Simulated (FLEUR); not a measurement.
# Cr (Chromium): which magnetic order is lowest, part 2 of 3

Aim: find out whether Cr (Chromium) carries moments, and which collinear order costs least.

FLEUR MaX-R8.1; LDA (VWN); all-electron FLAPW, Dirac cores, scalar-relativistic bands.

So far. Step 2 (Start 1: ferro +): After 22 cycles the seed has died away: no moment is left. Step 3 (Run 2 (antiferro q=(0,0,1/2) +-)): It ends in the same state without moments as the first start; the 1.1e-4 meV a seeded atom between them is numerical noise.

## (4) Order 3, typed as antiferro q=(1/2,1/2,1/2) +-

Reversing part of the moments tests the sign of the couplings between them.

The cell is doubled to 2 atoms to hold this order. The mesh is halved along the doubled vector, so that both cells sample the same points. The k list default-1 (kpts.xml, not shown) is a Γ-centred 7×14×14 mesh.

inp.xml reads:

```
<?xml version="1.0" encoding="UTF-8" standalone="no"?>
<fleurInput fleurInputVersion="0.39">
   <comment>
      Cr
   </comment>
   <calculationSetup>
      <cutoffs Kmax="3.6" Gmax="10.8" GmaxXC="10.8" numbands="0"/>
      <scfLoop itmax="90" minDistance="0.00002" maxIterBroyd="15" imix="Anderson" alpha="0.05" precondParam="0.0" spinf="2.0" sdNocoIR="T"/>
      <coreElectrons ctail="T" frcor="F" kcrel="0" coretail_lmax="0"/>
      <xcFunctional name="vwn" relativisticCorrections="F"/>
      <magnetism jspins="2"/>
      <soc l_soc="F" theta="0.0" phi="0.0" spav="F"/>
      <expertModes spex="0" secvar="F"/>
      <geometryOptimization l_f="F" forcealpha="1.0" forcemix="BFGS" epsdisp="0.00001" epsforce="0.00001"/>
      <ldaU l_linMix="F" mixParam="0.05" spinf="1.0"/>
   </calculationSetup>
   <cell>
      <bzIntegration valenceElectrons="28.0" mode="hist" fermiSmearingEnergy="0.00183747">
         <kPointListSelection listName="default-1"/>
         <xi:include xmlns:xi="http://www.w3.org/2001/XInclude" href="kpts.xml"> </xi:include>
      </bzIntegration>
      <xi:include xmlns:xi="http://www.w3.org/2001/XInclude" href="sym.xml"> </xi:include>
      <bulkLattice scale="1.0">
         <bravaisMatrix>
            <row-1>   -5.4497811707339396     5.4497811707339396     5.4497811707339396</row-1>
            <row-2>    0.0000000000000000     0.0000000000000000     5.4497811707339396</row-2>
            <row-3>    0.0000000000000000     5.4497811707339396     0.0000000000000000</row-3>
         </bravaisMatrix>
      </bulkLattice>
   </cell>
   <atomSpecies>
      <species name="Chromium (2.500" element="Cr" atomicNumber="24">
         <mtSphere radius="2.3" gridPoints="761" logIncrement="0.016"/>
         <atomicCutoffs lmax="8" lnonsphr="6"/>
         <electronConfig flipSpins="F">
            <coreConfig>(1s1/2) (2s1/2) (2p1/2) (2p3/2)</coreConfig>
            <valenceConfig>(3s1/2) (3p1/2) (3p3/2) (4s1/2) (3d3/2) (3d5/2)</valenceConfig>
            <stateOccupation state="(4s1/2)" spinUp="0.5" spinDown="0.5"/>
            <stateOccupation state="(3d3/2)" spinUp="1.0" spinDown="1.0"/>
            <stateOccupation state="(3d5/2)" spinUp="2.75" spinDown="0.25"/>
         </electronConfig>
         <energyParameters s="4" p="4" d="3" f="4"/>
         <lo type="SCLO" l="0" n="3" eDeriv="0"/>
         <lo type="SCLO" l="1" n="3" eDeriv="0"/>
      </species>
      <species name="Chromium (-2.500" element="Cr" atomicNumber="24">
         <mtSphere radius="2.3" gridPoints="761" logIncrement="0.016"/>
         <atomicCutoffs lmax="8" lnonsphr="6"/>
         <electronConfig flipSpins="F">
            <coreConfig>(1s1/2) (2s1/2) (2p1/2) (2p3/2)</coreConfig>
            <valenceConfig>(3s1/2) (3p1/2) (3p3/2) (4s1/2) (3d3/2) (3d5/2)</valenceConfig>
            <stateOccupation state="(4s1/2)" spinUp="0.5" spinDown="0.5"/>
            <stateOccupation state="(3d3/2)" spinUp="1.0" spinDown="1.0"/>
            <stateOccupation state="(3d5/2)" spinUp="0.25" spinDown="2.75"/>
         </electronConfig>
         <energyParameters s="4" p="4" d="3" f="4"/>
         <lo type="SCLO" l="0" n="3" eDeriv="0"/>
         <lo type="SCLO" l="1" n="3" eDeriv="0"/>
      </species>
   </atomSpecies>
   <atomGroups>
      <atomGroup species="Chromium (2.500">
         <relPos label="                   1">.0000000000 .0000000000 .0000000000</relPos>
         <force calculate="T" relaxXYZ="TTT"/>
      </atomGroup>
      <atomGroup species="Chromium (-2.500">
         <relPos label="                   2">1.000/2.000 .0000000000 .0000000000</relPos>
         <force calculate="T" relaxXYZ="TTT"/>
      </atomGroup>
   </atomGroups>
   <output dos="F" band="F" slice="F">
      <bandDOS minEnergy="-.5*Htr" maxEnergy="0.5*Htr" sigma="0.015" storeEVData="T"/>
      <plotting iplot="0" polar="F">
         <plot TwoD="T" vec1="  1.0  0.0  0.0" vec2="  0.0  1.0  0.0" vec3="  0.0  0.0  1.0" zero="  0.0  0.0  0.0" file="plot"/>
      </plotting>
      <moessbauerParams electricFieldGradient="F" isomerShift="F" coreHyperfine="F" valenceHyperfine="F"/>
   </output>
</fleurInput>
```

crystal.txt reads:

```
Cr
&input film=F cartesian=F /
-2.88390000000  2.88390000000  2.88390000000
0.00000000000  0.00000000000  2.88390000000
0.00000000000  2.88390000000  0.00000000000
1.8897261246
1.0 1.0 1.0

2
24 0.00000000000  0.00000000000  0.00000000000 : 2.500
24 0.50000000000  0.00000000000  0.00000000000 : -2.500

&kpt div1=7 div2=14 div3=14 gamma=T /
```

Command:

```sh
> OMP_NUM_THREADS=1 inpgen -f crystal.txt > inpgen.log  # inp.xml is then edited as shown
> OMP_NUM_THREADS=1 mpirun -n 4 fleur_MPI > fleur.log
```

What it wrote:

```text
[banner, memory and clock lines left out]
Welcome to FLEUR        (www.flapw.de)
      MaX-Release 8.1          (www.max-centre.eu)

 ========== k-point set info ==========
 Selected k-point list: default-1
 k-point list type: mesh
 7 x 14 x 14
 Number of k points: 144

 [... set-up left out ...]
 Iteration:     1   Distance:      38.17350145 me/bohr^3
 Iteration:     2   Distance:      33.22302875 me/bohr^3
 Iteration:     3   Distance:      13.26823225 me/bohr^3
 Iteration:     4   Distance:      17.70698154 me/bohr^3
 Iteration:     5   Distance:      10.03167233 me/bohr^3
[...]
<sumOfEigenvalues value="    -1216.5559903041">
               <coreElectrons value="-1197.5840248561"/>
               <valenceElectrons value="-18.9719654480"/>
            </sumOfEigenvalues>
         [... left out ...]
            <freeEnergy value="-2097.7788189699"/>
            <extrapolationTo0K value="-2097.7786384771"/>
         </totalEnergy>
         <densityConvergence units="me/bohr^3">
            <chargeDensity spin="1" distance="0.0000030778"/>
            <chargeDensity spin="2" distance="0.0000030257"/>
            <overallChargeDensity distance="0.0000017329"/>
            <spinDensity distance="0.0000058526"/>
         </densityConvergence>
      </iteration>
```

Elapsed: 18 s, on 4 MPI ranks of AMD EPYC 9R45, shared host; peak memory 0.22 GiB.

Spin moment in the muffin-tin sphere by atom:

| atom | spin moment in the muffin-tin sphere (μB) |
| --- | --- |
| Cr1 | 0.662 |
| Cr2 | -0.662 |

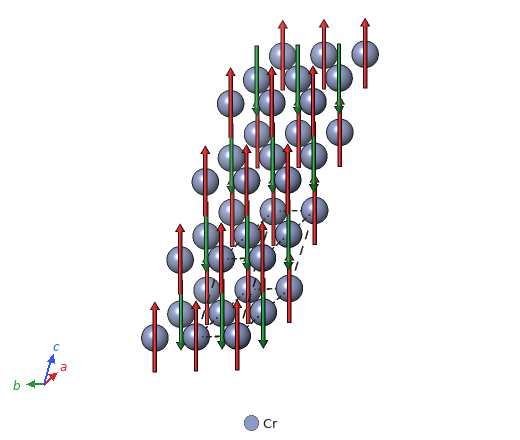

Spin moment in the muffin-tin sphere as arrows, the longest 0.662 μB. Up and down stand for the sign. Arrows give size and sign along the axis of quantisation, drawn up and down the page. The two directions have two colours. 1×2×3 cells are drawn. Some periodic images of atoms are drawn too.

Numbers from this step:

```yaml
free_energy: -57083.4697 eV
program_s_band_gap_on_this_mesh_in_a_metal_only_a_level_spacing: 0 eV
magnetization: 0 μB
final_state: antiferromagnetic
```

It lies 2.78 meV a seeded atom under the first start, and its largest moment is 0.662 μB against 0 μB.

## (5) Start 4: no spin polarisation

Without spin polarisation no moment can form, so the difference from the other runs is what forming moments gains.

The k list default-1 (kpts.xml, not shown) is a Γ-centred 14×14×14 mesh.

inp.xml reads:

```
<?xml version="1.0" encoding="UTF-8" standalone="no"?>
<fleurInput fleurInputVersion="0.39">
   <comment>
      Cr
   </comment>
   <calculationSetup>
      <cutoffs Kmax="3.6" Gmax="10.8" GmaxXC="10.8" numbands="0"/>
      <scfLoop itmax="90" minDistance="0.00002" maxIterBroyd="15" imix="Anderson" alpha="0.05" precondParam="0.0" spinf="2.0" sdNocoIR="T"/>
      <coreElectrons ctail="T" frcor="F" kcrel="0" coretail_lmax="0"/>
      <xcFunctional name="vwn" relativisticCorrections="F"/>
      <magnetism jspins="1"/>
      <soc l_soc="F" theta="0.0" phi="0.0" spav="F"/>
      <expertModes spex="0" secvar="F"/>
      <geometryOptimization l_f="F" forcealpha="1.0" forcemix="BFGS" epsdisp="0.00001" epsforce="0.00001"/>
      <ldaU l_linMix="F" mixParam="0.05" spinf="1.0"/>
   </calculationSetup>
   <cell>
      <bzIntegration valenceElectrons="14.0" mode="hist" fermiSmearingEnergy="0.00183747">
         <kPointListSelection listName="default-1"/>
         <xi:include xmlns:xi="http://www.w3.org/2001/XInclude" href="kpts.xml"> </xi:include>
      </bzIntegration>
      <xi:include xmlns:xi="http://www.w3.org/2001/XInclude" href="sym.xml"> </xi:include>
      <bulkLattice scale="1.0">
         <bravaisMatrix>
            <row-1>   -2.7248905853669698     2.7248905853669698     2.7248905853669698</row-1>
            <row-2>    2.7248905853669698    -2.7248905853669698     2.7248905853669698</row-2>
            <row-3>    2.7248905853669698     2.7248905853669698    -2.7248905853669698</row-3>
         </bravaisMatrix>
      </bulkLattice>
   </cell>
   <atomSpecies>
      <species name="Chromium (Cr)" element="Cr" atomicNumber="24">
         <mtSphere radius="2.3" gridPoints="761" logIncrement="0.016"/>
         <atomicCutoffs lmax="8" lnonsphr="6"/>
         <electronConfig flipSpins="F">
            <coreConfig>(1s1/2) (2s1/2) (2p1/2) (2p3/2)</coreConfig>
            <valenceConfig>(3s1/2) (3p1/2) (3p3/2) (4s1/2) (3d3/2) (3d5/2)</valenceConfig>
            <stateOccupation state="(4s1/2)" spinUp="0.500000" spinDown="0.500000"/>
            <stateOccupation state="(3d3/2)" spinUp="1.000000" spinDown="1.000000"/>
            <stateOccupation state="(3d5/2)" spinUp="1.500000" spinDown="1.500000"/>
         </electronConfig>
         <energyParameters s="4" p="4" d="3" f="4"/>
         <lo type="SCLO" l="0" n="3" eDeriv="0"/>
         <lo type="SCLO" l="1" n="3" eDeriv="0"/>
      </species>
   </atomSpecies>
   <atomGroups>
      <atomGroup species="Chromium (Cr)">
         <relPos label="                   1">.0000000000 .0000000000 .0000000000</relPos>
         <force calculate="T" relaxXYZ="TTT"/>
      </atomGroup>
   </atomGroups>
   <output dos="F" band="F" slice="F">
      <bandDOS minEnergy="-.5*Htr" maxEnergy="0.5*Htr" sigma="0.015" storeEVData="T"/>
      <plotting iplot="0" polar="F">
         <plot TwoD="T" vec1="  1.0  0.0  0.0" vec2="  0.0  1.0  0.0" vec3="  0.0  0.0  1.0" zero="  0.0  0.0  0.0" file="plot"/>
      </plotting>
      <moessbauerParams electricFieldGradient="F" isomerShift="F" coreHyperfine="F" valenceHyperfine="F"/>
   </output>
</fleurInput>
```

crystal.txt reads:

```
Cr
&input film=F cartesian=F /
-1.44195000000  1.44195000000  1.44195000000
1.44195000000  -1.44195000000  1.44195000000
1.44195000000  1.44195000000  -1.44195000000
1.8897261246
1.0 1.0 1.0

1
24 0.00000000000  0.00000000000  0.00000000000

&kpt div1=14 div2=14 div3=14 gamma=T /
```

What it wrote:

```text
[banner, memory and clock lines left out]
Welcome to FLEUR        (www.flapw.de)
      MaX-Release 8.1          (www.max-centre.eu)

 ========== k-point set info ==========
 Selected k-point list: default-1
 k-point list type: mesh
 14 x 14 x 14
 Number of k points: 104

 [... set-up left out ...]
 Iteration:     1   Distance:      38.57921384 me/bohr^3
 Iteration:     2   Distance:      33.53075032 me/bohr^3
 Iteration:     3   Distance:      12.29448672 me/bohr^3
 Iteration:     4   Distance:      22.89112482 me/bohr^3
 Iteration:     5   Distance:       5.99377786 me/bohr^3
[...]
<FermiEnergy value="0.4083102739" units="Htr"/>
         [... left out ...]
         <totalEnergy value="    -1048.8889757140" units="Htr">
            <sumOfEigenvalues value="     -608.3130160914">
               <coreElectrons value="-598.8141882340"/>
               <valenceElectrons value="-9.4988278575"/>
            </sumOfEigenvalues>
         [... left out ...]
            <freeEnergy value="-1048.8893073597"/>
            <extrapolationTo0K value="-1048.8891415369"/>
         </totalEnergy>
         <densityConvergence units="me/bohr^3">
            <chargeDensity spin="1" distance="0.0000055858"/>
         </densityConvergence>
      </iteration>
```

Wall time 2 s (4 MPI ranks); peak memory 0.09 GiB; 7 s of CPU time.

Numbers from this step:

```yaml
free_energy: -28541.7321 eV
program_s_band_gap_on_this_mesh_in_a_metal_only_a_level_spacing: 0.01548 eV
final_state: non-magnetic (no spin polarisation)
```

It ends in the same state without moments as the first start; the 2.7e-6 meV a seeded atom between them is numerical noise.

## (6) Energies of the orders

Free energies are divided by the number of seeded atoms, so that cells of unlike size compare. Wavevectors q in the names are fractions of the primitive cell's reciprocal vectors.

Orders:

| start | final state | typed order kept | energy over the lowest (meV a seeded atom) | largest sphere moment (μB) | net moment (μB a primitive cell) | mesh matched | CPU time (s) |
| --- | --- | --- | --- | --- | --- | --- | --- |
| ferro + | non-magnetic | no | 2.779 | 0 | 0 | yes | 17.61 |
| antiferro q=(0,0,1/2) +- | non-magnetic | no | 2.779 | 0 | 0 | yes | 147.2 |
| antiferro q=(1/2,1/2,1/2) +- | antiferromagnetic | yes | 0 | 0.6616 | 0 | yes | 72.73 |
| no spin polarisation | non-magnetic | - | 2.779 | 0 | 0 | yes | 6.99 |

[end of part 2 of 3]

[Logs and program files are shortened in this print: banners, set-up blocks, solver, clock and traceback lines can be left out without a mark of their own.]

[Logs are printed without paths, hosts, clocks, repeated set-up lines and the standing remarks that a program may print on its own settings, such as how far it seeks lower states.]

[Hosts, paths, dates, database ids (printed as entryN), source tags and the programs' standing remarks are cut or masked in the printed files.]

[Where a cell is said to come from a database of computed structures, the database is the Materials Project.]
